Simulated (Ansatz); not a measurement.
# K2CuF4 (I4/mmm): how robust is the cRPA U?

Aim: hold the target of a cRPA run on K2CuF4 (I4/mmm) and move one thing at a time.

Calculated with Ansatz 0.2.0; constrained RPA on LDA, plane waves, PAW.

### Step 1. The starting structure

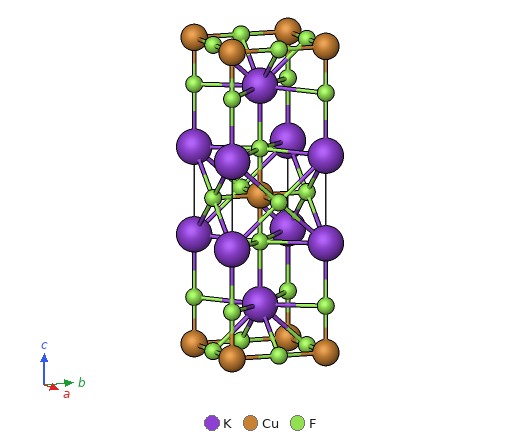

The cell as given, slightly off an axis (potassium purple, copper orange, fluorine green). This picture shows the conventional cell, with its axes. Some periodic images of atoms are drawn too.

The cell and positions come from the Crystallography Open Database and are kept as given unless a step says otherwise. The program's search for lower electronic states was switched off, so nothing shows that the state found is the lowest. The default PAW set here is soft_2. Its files were made with PBE.

### Step 2. Base: Cu d, bands v5 to v1, 6×6×6 mesh, medium accuracy

Constrained RPA screens the interaction with every transition except those inside the target bands, which a later many-body model would treat itself.

Contents of input.yaml:

```yaml
crystal:
  lattice:
    - [6.365, 2.0735, -2.0735]
    - [6.365, -2.0735, 2.0735]
    - [-6.365, -2.0735, -2.0735]
  atoms:
    - { symbol: K, position: [0.3569, 0.3569, 0.0] }
    - { symbol: K, position: [0.6431, 0.6431, 0.0] }
    - { symbol: Cu, position: [0.0, 0.0, 0.0] }
    - { symbol: F, position: [0.0, 0.5, 0.5] }
    - { symbol: F, position: [0.5, 0.0, 0.5] }
    - { symbol: F, position: [0.1523, 0.1523, 0.0] }
    - { symbol: F, position: [0.8477, 0.8477, 0.0] }
kpoints:
  mp_grid: { grid: [12, 12, 12] }
hamiltonian:
  xc: lda
scf:
  occupations: { method: gaussian, width: 0.08 }
  n_extra_bands: 19
  max_iter: 150
  lower_state_search: "off"
output:
  crpa:
    kmesh: [6, 6, 6]
    target_bands: [v5, v1]
    projections: [{ species: Cu, l: d, shell: 3 }]
  local_orbitals:
    kmesh: [6, 6, 6]
    orbitals: [{ species: Cu, l: d, shell: 3 }]
    window: { bands: [v5, v1] }
    seedname: lo
```

The run is started by

```bash
ansatz run input.yaml --threads 3 --pin off --max-ram 92160MiB --backend cuda --events-out ev --progress --plain --runs-dir out --devices 1 --max-vram 13GiB  # rebuilt from the run's record
```

Numbers of over 12 decimals in the logs are rounded to 6 here.

The program printed:

```text
scf.n_extra_bands = 19 over 33 filled bands (N_el = 65.0): the run solves 52 bands
GPUs: using 1 of 1 available (devices: 1).
Engine: ansatz 0.2.0, x86_64-unknown-linux-gnu
Pseudopotentials: kind: paw
Pseudopotential: K, paw, valence charge 9, recommended cutoff 420 eV (normal), K.paw.azcp
Pseudopotential: Cu, paw, valence charge 19, recommended cutoff 420 eV (normal), Cu.paw.azcp
Pseudopotential: F, paw, valence charge 7, recommended cutoff 420 eV (normal), F.paw.azcp
Functional definition: SPW92
  exchange = slater_x
  correlation = pw_c
device memory: the entry about to start is reckoned to put 4.5 GiB on a device that reports 55.9 GiB free (of which the cap on the GPU budget leaves the run 13.0 GiB)
GPU FFT provider: cuFFT
GPU libraries: cuBLAS 13.8.2, cuFFT 12.4.0, cuSOLVER 12.3.4
Crystal: 7 atoms, lattice volume = 109.463 Å³
Basis set: ecut = 420 eV, 2153 PW (Γ)
Bands: 52, of which v1, the nominal top of the filled ones, is band 33 counted from 1 (32 counted from 0)
Symmetry: 16 space group operations
Space group: I4/mmm (ITA 139), of the structure as read, at distance tolerance 4.8e-5 Å
k-points: 163 of 1728
Non-local potential: K, projectors of the file, l = 0: 3, l = 1: 2, l = 2: 2
Non-local potential: Cu, projectors of the file, l = 0: 3, l = 1: 2, l = 2: 3, l = 3: 1
Non-local potential: F, projectors of the file, l = 0: 2, l = 1: 2, l = 2: 1
PAW form: soft (Blöchl's): semilocal exchange-correlation on the pseudo side does not see the compensation charge
PAW frozen core: K, regenerated for the run's functional, and the local potential with it (the file was generated under x = pbe(κ = 0.804, μ = 0.219515), c = pbe(β = 0.066725))
PAW frozen core: Cu, regenerated for the run's functional, and the local potential with it (the file was generated under x = pbe(κ = 0.804, μ = 0.219515), c = pbe(β = 0.066725))
PAW frozen core: F, regenerated for the run's functional, and the local potential with it (the file was generated under x = pbe(κ = 0.804, μ = 0.219515), c = pbe(β = 0.066725))
PAW one-centre angular grid: K, 110 points (default); XC on 64 Gauss nodes
PAW one-centre angular grid: Cu, 590 points (default); XC on 64 Gauss nodes
PAW one-centre angular grid: F, 110 points (default); XC on 64 Gauss nodes
Initial density: superposition of atomic densities (neutral atoms: chi_scale 0, normalization atom), corrected by the library's trained network
Initial wavefunctions: pseudopotential atomic-orbital guess
GPU buffer pool allocated for 110592 grid points (all kernels)
GPU transforms: local potential and band sums: pruned to the plane-wave sphere, on 48×48×48
Functional: x = slater, c = lda
SCF iter   1: F=—  HF=-12728.069547 eV  |F-HF|=—  |Δ(HF+E_count)|=         —  Δρ=1.93e-2  dr2=2.74e-1  ethr=1.77e-3  ⟨swp⟩=6.1  Hψ=37082  notcnv=0  defer=845
[...]
NSCF: frozen V_eff on 216 k-points
cRPA screening: q 1/216
cRPA screening: q 2/216
cRPA screening: q 6/216 (q-point 3)
cRPA screening: q 10/216 (q-point 4)
cRPA screening: q 12/216 (q-point 7)
cRPA screening: q 20/216 (q-point 8)
cRPA screening: q 36/216 (q-point 9)
cRPA screening: q 52/216 (q-point 13)
cRPA screening: q 60/216 (q-point 14)
cRPA screening: q 76/216 (q-point 15)
[...]
cRPA screening: q 200/216 (q-point 94)
cRPA screening: q 208/216 (q-point 99)
cRPA screening: q 212/216 (q-point 100)
cRPA screening: q 216/216 (q-point 130)
SCF converged after 11 iterations
Free energy (F): -12727.983258 eV
Harris-Foulkes:  -12727.983258 eV  (|F-HF|=9.06e-9)
Internal energy: -12727.973962 eV  (E = F + TS)
E sigma→0 (E₀):  -12727.978610 eV
Entropy (-TS):   -0.009295 eV (-1.328 meV/atom)
Fermi energy:    4.536951 eV
--- Per-component energies (eV) ---
  E_band       = -879.767201
  E_kinetic    = 1621.745522
  E_local      = -10421.718874  (includes V_loc(G=0)·N_el)
  E_nonlocal   = 730.558217
  E_hartree    = 4406.323193
  E_xc         = -665.167004
  E_vxc        = -844.036398  (∫ρ·V_xc dr)
  E_paw        = -3827.378567  (= ΣΔE_a)
  E_vpaw       = -778.972891  (= ΣTr[D̂ρ^β])
  E_aug_tail   = 0.008410  (compensation charges beyond the density's cutoff)
  E_ewald      = -4573.762526
  E_core_change = 1.417667  (= ΣΔE_core)
  E_smearing   = -0.009295  (= −TS)
  E_closure    = -0.000000  (closes the sum)
  Σ components = -12727.983258   (vs F -12727.983258, Δ=0.00e0)
--- Band table (eV; the first three rows and the last of 163) ---
  k-point 0: bands = [... 29 lower, 2.9580, 3.1115, 3.1115, 3.6605, 7.6263, 10.9965, 11.1822, 11.7678, ... 15 higher]
  k-point 1: bands = [... 29 lower, 3.1083, 3.1200, 3.1209, 3.7714, 7.8477, 11.0566, 11.1979, 11.9174, ... 15 higher]
  k-point 2: bands = [... 29 lower, 3.1494, 3.1501, 3.4754, 4.0137, 8.4468, 11.1760, 11.2246, 12.2910, ... 15 higher]
  k-point 162: bands = [... 29 lower, 2.9579, 3.1486, 3.1486, 3.6578, 8.9294, 9.1729, 10.7044, 11.9842, ... 15 higher]
--- cRPA (band scheme, projected local orbitals): target bands 29..33 (1-based), 5 Wannier function(s), 6×6×6 mesh, 66 bands' worth read of 71 solved, ecut_chi 136.0 eV, v(q+G=0) probe_charge, pair densities all_electron ---
  χ-basis size per q: N_G = 380..418
  window electrons = 9.0000, filled by tetrahedron_uncorrected; constrained ε̄⁻¹(q = 0, 0) head = 0.460058; min gauge Gram eig = 0.6278
  Kanamori averages over each shell's own Wannier functions (sites counted from 0, functions from 1):
    Site 2, 3D, 5 of 5 d orbitals (Wannier functions 1, 2, 3, 4, 5; wannier90's mr 1, 2, 3, 4, 5):
      screened: U = 7.9342 eV, U' = 6.7141 eV, J = 0.5880 eV
      screened d-shell averages: U_bar = F0 = 6.9581 eV, J_bar = 0.8321 eV
      screened, to within: U = 3.0e-2 eV, U' = 3.0e-2 eV, J = 9.1e-4 eV
      screened d-shell averages, to within: U_bar = 2.8e-2 eV, J_bar = 1.4e-3 eV
      bare: V = 21.8262 eV, V' = 20.2941 eV, J = 0.7119 eV
      bare d-shell averages: V_bar = F0 = 20.6006 eV, J_bar = 1.0183 eV
  Hermiticity witness max|P − P†| over intra, direct and exchange elements: 8.88e-15 eV (screened), 3.55e-15 eV (bare)
  Reality witness max|Im| over intra, direct and exchange elements: 8.49e-13 eV (screened), 1.61e-12 eV (bare)
```

It took 5.3 min on 1 × NVIDIA H100 80GB HBM3 (shared by 6 runs) with 3 threads of AMD EPYC 7R13 (Zen 3), shared host; peak memory 1.9 GiB; 6 min of CPU time.

In the SCF lines HF is the Harris–Foulkes energy and dr2 the Hartree energy of the density residual, in eV; the loop may stop once dr2 is under the threshold and the program's other checks hold. Hψ counts applications of the Hamiltonian.

This step gave:

```
U                                                 : 7.934 eV
U prime (inter-orbital)                           : 6.714 eV
J                                                 : 0.5880 eV
bare V                                            : 21.83 eV
bare J                                            : 0.7119 eV
stated bound on U                                 : 0.02944 eV
U over bare V                                     : 0.3635
electrons in the window                           : 9.000
head of the constrained inverse dielectric matrix : 0.4601
least eigenvalue of the projection's overlap      : 0.6278
target functions                                  : 5
bands in the sums                                 : 66
r.m.s. miss of the model bands                    : 9.63e-4 eV
width of the target bands                         : 2.153 eV
weight of the projected orbitals in the window    : 0.7858
```

On the Cu d shell, screening brings the on-site interaction from 21.8 eV down to U = 7.93 eV.

### Step 3. Changed: 4×4×4 mesh

Changes to input.yaml since step 2:

```diff
@@ -24,9 +24,4 @@
   crpa:
-    kmesh: [6, 6, 6]
+    kmesh: [4, 4, 4]
     target_bands: [v5, v1]
     projections: [{ species: Cu, l: d, shell: 3 }]
-  local_orbitals:
-    kmesh: [6, 6, 6]
-    orbitals: [{ species: Cu, l: d, shell: 3 }]
-    window: { bands: [v5, v1] }
-    seedname: lo
```

The program printed:

```text
[...]
GPUs: using 1 of 1 available (devices: 1).
[...]
GPU FFT provider: cuFFT
GPU libraries: cuBLAS 13.8.2, cuFFT 12.4.0, cuSOLVER 12.3.4
Crystal: 7 atoms, lattice volume = 109.463 Å³
Basis set: ecut = 420 eV, 2153 PW (Γ)
Bands: 52, of which v1, the nominal top of the filled ones, is band 33 counted from 1 (32 counted from 0)
Symmetry: 16 space group operations
[...]
k-points: 163 of 1728
[...]
GPU buffer pool allocated for 110592 grid points (all kernels)
[...]
SCF iter   1: F=—  HF=-12728.069547 eV  |F-HF|=—  |Δ(HF+E_count)|=         —  Δρ=1.93e-2  dr2=2.74e-1  ethr=1.77e-3  ⟨swp⟩=6.1  Hψ=37082  notcnv=0  defer=845
[...]
SCF iter  11: F=-12727.983258 eV  HF=-12727.983258 eV  |F-HF|=9.06e-9  |Δ(HF+E_count)|=   4.47e-8  Δρ=4.41e-6  dr2=1.25e-8  ethr=1.54e-10  ⟨swp⟩=8.9  Hψ=34470  notcnv=0
SCF 1 converged in 11 iterations: F = -12727.983258 eV  dr2 = 1.25e-8
[...]
k-point 0: bands = [... 29 lower, 2.9580, 3.1115, 3.1115, 3.6605, 7.6263, 10.9965, 11.1822, 11.7678, ... 15 higher]
  k-point 1: bands = [... 29 lower, 3.1083, 3.1200, 3.1209, 3.7714, 7.8477, 11.0566, 11.1979, 11.9174, ... 15 higher]
  k-point 2: bands = [... 29 lower, 3.1494, 3.1501, 3.4754, 4.0137, 8.4468, 11.1760, 11.2246, 12.2910, ... 15 higher]
  k-point 162: bands = [... 29 lower, 2.9579, 3.1486, 3.1486, 3.6578, 8.9294, 9.1729, 10.7044, 11.9842, ... 15 higher]
[...]
bands read: the sum over 66 bands ends inside a degenerate multiplet in 2 slots, whose members it reads at an even weight; the widest, k=21: bands 66 to 67 (counted from 1) at 1/2 each
  χ-basis size per q: N_G = 380..418
[...]
screened: U = 7.9562 eV, U' = 6.7346 eV, J = 0.5892 eV
      screened d-shell averages: U_bar = F0 = 6.9789 eV, J_bar = 0.8335 eV
      screened, to within: U = 3.2e-2 eV, U' = 3.2e-2 eV, J = 9.2e-4 eV
      screened d-shell averages, to within: U_bar = 3.0e-2 eV, J_bar = 1.4e-3 eV
      bare: V = 21.8650 eV, V' = 20.3320 eV, J = 0.7133 eV
      bare d-shell averages: V_bar = F0 = 20.6386 eV, J_bar = 1.0199 eV
[...]
[key lines of the parts left out:]
SCF converged after 11 iterations
Free energy (F): -12727.983258 eV
Fermi energy:    4.536951 eV
```

The job ended after 97 s (1 × NVIDIA H100 80GB HBM3 (shared by 6 runs) with 3 threads; peak memory 1.4 GiB; 2.3 min of CPU time).

This step gave:

- U: 7.956 eV
- U prime (inter-orbital): 6.735 eV
- J: 0.5892 eV
- bare V: 21.86 eV
- bare J: 0.7133 eV
- stated bound on U: 0.03107 eV
- U over bare V: 0.3639
- electrons in the window: 9.000
- head of the constrained inverse dielectric matrix: 0.4602
- least eigenvalue of the projection's overlap: 0.6278
- target functions: 5
- bands in the sums: 66
- width of the target bands: 2.153 eV
- weight of the projected orbitals in the window: 0.7858

On the Cu d shell, screening brings the on-site interaction from 21.9 eV down to U = 7.96 eV.

### Step 4. Changed: 2×2×2 mesh

Changes to input.yaml since step 3:

```diff
@@ -24,3 +24,3 @@
   crpa:
-    kmesh: [4, 4, 4]
+    kmesh: [2, 2, 2]
     target_bands: [v5, v1]
```

The program printed:

```text
[...]
GPUs: using 1 of 1 available (devices: 1).
[...]
GPU FFT provider: cuFFT
GPU libraries: cuBLAS 13.8.2, cuFFT 12.4.0, cuSOLVER 12.3.4
Crystal: 7 atoms, lattice volume = 109.463 Å³
Basis set: ecut = 420 eV, 2153 PW (Γ)
Bands: 52, of which v1, the nominal top of the filled ones, is band 33 counted from 1 (32 counted from 0)
Symmetry: 16 space group operations
[...]
k-points: 163 of 1728
[...]
χ-basis size per q: N_G = 380..418
[...]
screened: U = 8.4509 eV, U' = 7.2120 eV, J = 0.6013 eV
      screened d-shell averages: U_bar = F0 = 7.4598 eV, J_bar = 0.8491 eV
      screened, to within: U = 2.6e-2 eV, U' = 2.6e-2 eV, J = 9.6e-4 eV
      screened d-shell averages, to within: U_bar = 2.5e-2 eV, J_bar = 1.4e-3 eV
      bare: V = 22.2515 eV, V' = 20.7067 eV, J = 0.7283 eV
      bare d-shell averages: V_bar = F0 = 21.0156 eV, J_bar = 1.0373 eV
[...]
[key lines of the parts left out:]
SCF converged after 11 iterations
Free energy (F): -12727.983258 eV
Fermi energy:    4.536951 eV
```

Elapsed: 22 s, on 1 × NVIDIA H100 80GB HBM3 (shared by 6 runs) with 3 threads; peak memory 1.2 GiB; 36 s of CPU time.

This step gave:

| Property | Result |
| --- | --- |
| U | 8.451 eV |
| U prime (inter-orbital) | 7.212 eV |
| J | 0.6013 eV |
| bare V | 22.25 eV |
| bare J | 0.7283 eV |
| stated bound on U | 0.02593 eV |
| U over bare V | 0.3798 |
| electrons in the window | 9.000 |
| head of the constrained inverse dielectric matrix | 0.4646 |
| least eigenvalue of the projection's overlap | 0.6278 |
| target functions | 5 |
| bands in the sums | 66 |
| width of the target bands | 2.153 eV |
| weight of the projected orbitals in the window | 0.7858 |

On the Cu d shell, screening brings the on-site interaction from 22.3 eV down to U = 8.45 eV.

### Step 5. Changed: sums over states on smooth products

Changes to input.yaml since step 4:

```diff
@@ -24,4 +24,8 @@
   crpa:
-    kmesh: [2, 2, 2]
+    kmesh: [6, 6, 6]
     target_bands: [v5, v1]
     projections: [{ species: Cu, l: d, shell: 3 }]
+    accuracy: sum_over_states
+    pair_densities: pseudo
+    n_empty_bands: 66
+    ecut_chi: 136
```

The program printed:

```text
[...]
GPUs: using 1 of 1 available (devices: 1).
[...]
GPU FFT provider: cuFFT
GPU libraries: cuBLAS 13.8.2, cuFFT 12.4.0, cuSOLVER 12.3.4
Crystal: 7 atoms, lattice volume = 109.463 Å³
Basis set: ecut = 420 eV, 2153 PW (Γ)
Bands: 52, of which v1, the nominal top of the filled ones, is band 33 counted from 1 (32 counted from 0)
Symmetry: 16 space group operations
[...]
k-points: 163 of 1728
[...]
χ-basis size per q: N_G = 380..418
[...]
U and J over all bands: no bound (output.crpa.accuracy: sum_over_states); those below are of the sums over the bands read on the sphere of ecut_chi alone
[...]
screened: U = 8.8295 eV, U' = 7.4021 eV, J = 0.6906 eV
      screened d-shell averages: U_bar = F0 = 7.6876 eV, J_bar = 0.9761 eV
      bare: V = 21.8262 eV, V' = 20.2941 eV, J = 0.7119 eV
      bare d-shell averages: V_bar = F0 = 20.6006 eV, J_bar = 1.0183 eV
[...]
[key lines of the parts left out:]
SCF converged after 11 iterations
Free energy (F): -12727.983258 eV
Fermi energy:    4.536951 eV
```

Run time: 69 s. Hardware: 1 × NVIDIA H100 80GB HBM3 (shared by 6 runs) with 3 threads; peak memory 2 GiB; 2.3 min of CPU time.

This variant gives U = 8.83 eV against 7.93 eV. It is a finite sum over empty states with no bound on its error and stays out of the table below.

### Step 6. Changed: accuracy low

Changes to input.yaml since step 5:

```diff
@@ -27,5 +27,2 @@
     projections: [{ species: Cu, l: d, shell: 3 }]
-    accuracy: sum_over_states
-    pair_densities: pseudo
-    n_empty_bands: 66
-    ecut_chi: 136
+    accuracy: low
```

The program printed:

```text
[...]
GPUs: using 1 of 1 available (devices: 1).
[...]
GPU FFT provider: cuFFT
GPU libraries: cuBLAS 13.8.2, cuFFT 12.4.0, cuSOLVER 12.3.4
Crystal: 7 atoms, lattice volume = 109.463 Å³
Basis set: ecut = 420 eV, 2153 PW (Γ)
Bands: 52, of which v1, the nominal top of the filled ones, is band 33 counted from 1 (32 counted from 0)
Symmetry: 16 space group operations
[...]
k-points: 163 of 1728
[...]
χ-basis size per q: N_G = 380..418
[...]
screened: U = 7.9235 eV, U' = 6.7040 eV, J = 0.5877 eV
      screened d-shell averages: U_bar = F0 = 6.9479 eV, J_bar = 0.8316 eV
      screened, to within: U = 1.1e-1 eV, U' = 1.1e-1 eV, J = 7.3e-3 eV
      screened d-shell averages, to within: U_bar = 9.4e-2 eV, J_bar = 1.1e-2 eV
      bare: V = 21.8262 eV, V' = 20.2941 eV, J = 0.7119 eV
      bare d-shell averages: V_bar = F0 = 20.6006 eV, J_bar = 1.0183 eV
[...]
[key lines of the parts left out:]
SCF converged after 11 iterations
Free energy (F): -12727.983258 eV
Fermi energy:    4.536951 eV
```

Wall time 5.6 min (1 × NVIDIA H100 80GB HBM3 (shared by 6 runs) with 3 threads); peak memory 1.9 GiB; 6.6 min of CPU time.

This step gave:

| Property | Result |
| --- | --- |
| U | 7.923 eV |
| U prime (inter-orbital) | 6.704 eV |
| J | 0.5877 eV |
| bare V | 21.83 eV |
| bare J | 0.7119 eV |
| stated bound on U | 0.1052 eV |
| U over bare V | 0.3630 |
| electrons in the window | 9.000 |
| head of the constrained inverse dielectric matrix | 0.4600 |
| least eigenvalue of the projection's overlap | 0.6278 |
| target functions | 5 |
| bands in the sums | 66 |
| width of the target bands | 2.153 eV |
| weight of the projected orbitals in the window | 0.7858 |

On the Cu d shell, screening brings the on-site interaction from 21.8 eV down to U = 7.92 eV.

### Step 7. Changed: orbitals of another atom

Changes to input.yaml since step 6:

```diff
@@ -26,3 +26,2 @@
     target_bands: [v5, v1]
-    projections: [{ species: Cu, l: d, shell: 3 }]
-    accuracy: low
+    projections: [{ species: F, l: p }]
```

The program printed:

```text
Error: invalid value for `output.crpa.projections`: 12 orbital(s) selected but the target window spans 5 band(s); name one orbital per band of it
```

Elapsed: 0.18 s, on 3 threads; peak memory 0.099 GiB.

The program refused the input before any cycle.

The program's message: “Error: invalid value for `output.crpa.projections`: 12 orbital(s) selected but the target window spans 5 band(s); name one orbital per band of it”

The fault put into this input: trial orbitals that do not match the target bands.

[end of part 1 of 2]

[Paths, hosts, dates, memory and timing lines, banners, echoed tables and standing remarks are left out of the program output.]

[Logs are printed without paths, hosts, clocks, repeated set-up lines and the standing remarks that a program may print on its own settings, such as how far it seeks lower states.]

[Runs of the session that timed out or met a known fault of the program may be left out.]

[Hosts, paths, dates, database ids (printed as entryN), source tags and the programs' standing remarks are cut or masked in the printed files.]
